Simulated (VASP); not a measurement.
Band structure of KF (rock salt). Level of theory: PBE GGA with D3 dispersion (Becke-Johnson damping), VASP's PBE PAW potentials (set 64) (plane waves; VASP).

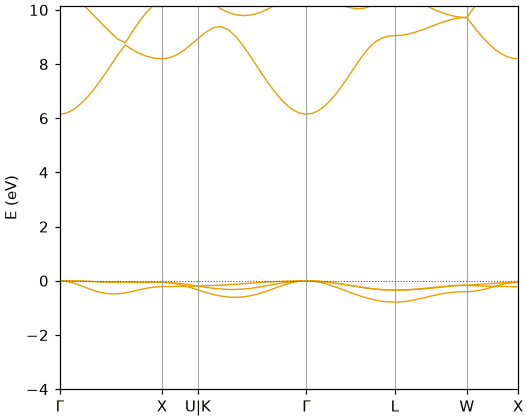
Fig. 1. Bands along high-symmetry lines, zero at the valence-band maximum or, without a gap, the Fermi level

**Question.** Read the plot: is there a gap, and where are the band edges?

**Answer.** The gap is direct, 6.15 eV, from the valence maximum at Γ to the conduction minimum at Γ. (Edges off the drawn lines would not show.)

Measured: gap 10.90 eV (computed value off by -4.75 eV), as given by David Koller et al., Journal of Physics Condensed Matter (2013), arXiv:1304.4470.

The compound is KF in the rock salt structure. The cell was not relaxed at this level.
